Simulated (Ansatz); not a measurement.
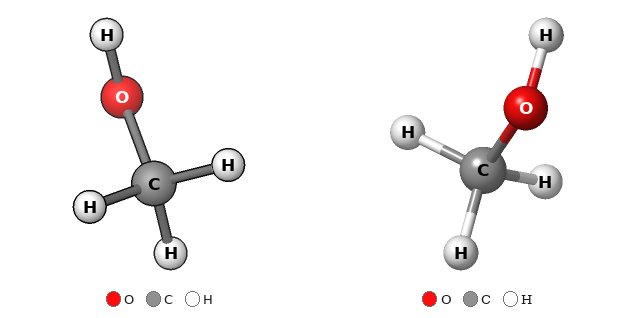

Both panels show the same species.

The computed structure is the end point of a PBE0-D4/def2-TZVP optimisation.

**Which formula does it have?**

CH₄O, 6 atoms: 1 carbon, 4 hydrogen and 1 oxygen.

**How many bonds of each kind are drawn?**

3 C–H, 1 C–O, 1 O–H. Sticks follow a distance rule.

**How many atoms are distinct by symmetry?**

5: 1 O, 1 C, 1 H, 2 H, 1 H.

The parts below concern this one geometry. Atoms keep their numbers from picture to picture.

**Shape**

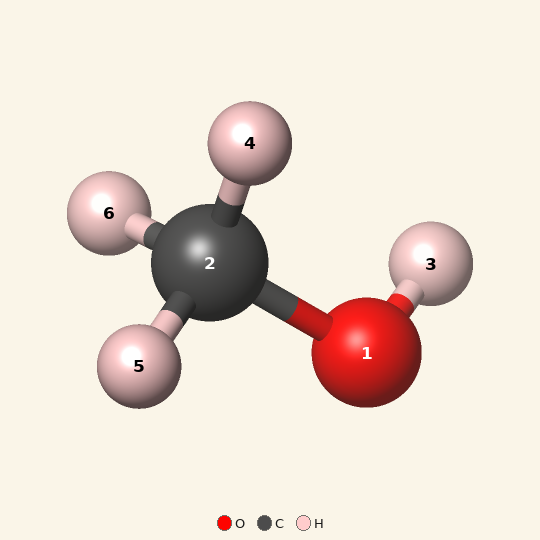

Atoms carry their numbers in the input.

Give these bond angles: C2–O1–H3, O1–C2–H5, O1–C2–H4, H4–C2–H6, H4–C2–H5.

| angle | degrees |
| --- | --- |
| C2–O1–H3 | 108.5 |
| O1–C2–H5 | 107.0 |
| O1–C2–H4 | 112.4 |
| H4–C2–H6 | 108.7 |
| H4–C2–H5 | 108.1 |

**Vibrations**

Harmonic vibrations computed with RKS PBE0-D4/def2-TZVP (Ansatz 0.2.0) at a stationary point of the same level.

**How many vibrational modes are there, and where do they lie?**

12 modes: 308, 1064, 1108, 1174, 1374, 1477, 1490, 1505, 3005, 3058, 3132, 3879 cm⁻¹.

**Dipole moment**

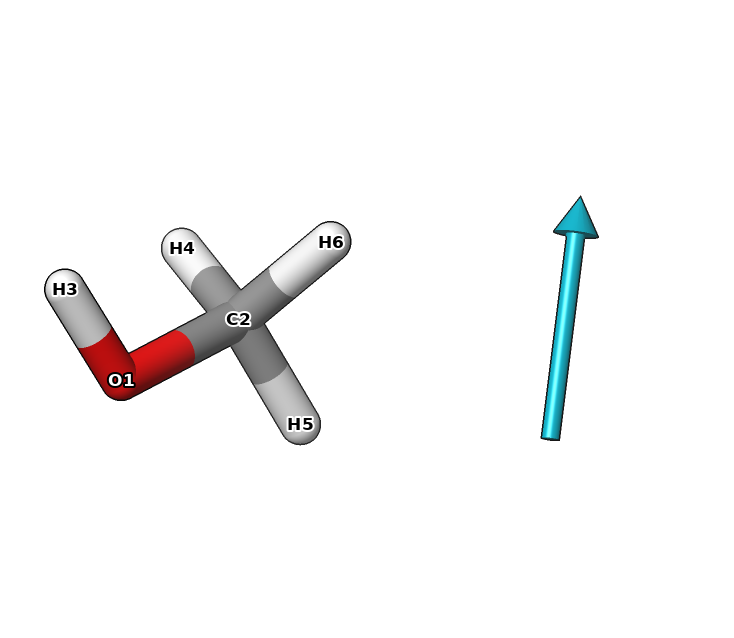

The arrow beside the molecule shows the direction of the dipole moment, from the negative to the positive end (its length means nothing). Level of theory: RKS PBE0-D4/def2-TZVP (Ansatz 0.2.0).

**How large is the dipole moment?**

1.67 D; it points from the side of O1, H5 to the side of H4, H6 (the outermost atoms at the two ends).

**Charges**

The questions are on Mulliken charges. Method: RKS PBE0-D4/def2-TZVP (Ansatz 0.2.0).

List the Mulliken charges.

```
atom  value (e)
  O1      −0.46
  C2      −0.19
  H3       0.31
  H4       0.11
  H5       0.13
  H6       0.11
```

**Electronic properties**

Method: RKS PBE0-D4/def2-TZVPP (Ansatz 0.2.0).

What does the calculation give?

- HOMO energy (Kohn–Sham orbital): −7.89 eV
- LUMO energy (Kohn–Sham orbital): 1.10 eV
- HOMO–LUMO gap: 8.99 eV

Mulliken values depend strongly on the basis set and can even reverse the polarity of a bond.
